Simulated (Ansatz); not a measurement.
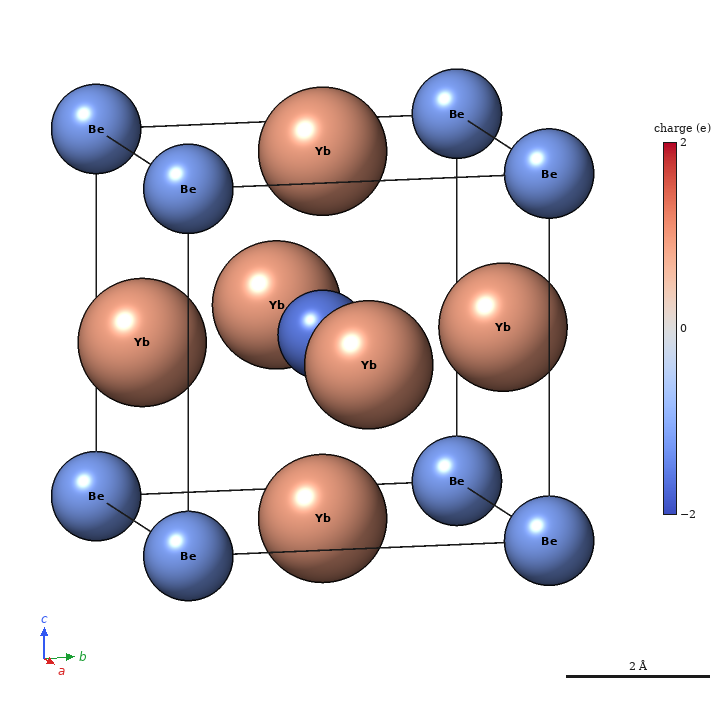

An orthographic spheres-only view of the structure, slightly off an axis. The simulation cell is drawn as a box. The atoms of this Yb$_{3}$Be$_{2}$ cell are coloured by their Bader charge.

Level of theory and settings: Ansatz 0.2.0, DFT PBE, scalar-relativistic, plane waves, PAW, cutoff 420 eV, an 8×8×8 mesh of k-points, Gaussian smearing of 0.1 eV, no spin polarisation (a spin-restricted run, not always the ground state).

### Who donates electrons here and who accepts them?

Most positive: Yb; most negative: Be. Charges: about Yb +0.9 e; Be -1.5 to -1.1 e.

The cell started as a random cell made by a generator, so it need not be a real form of the compound. Earlier steps of the study may have refined or changed the cell and positions. Ansatz was used for an electronic-structure calculation on it.
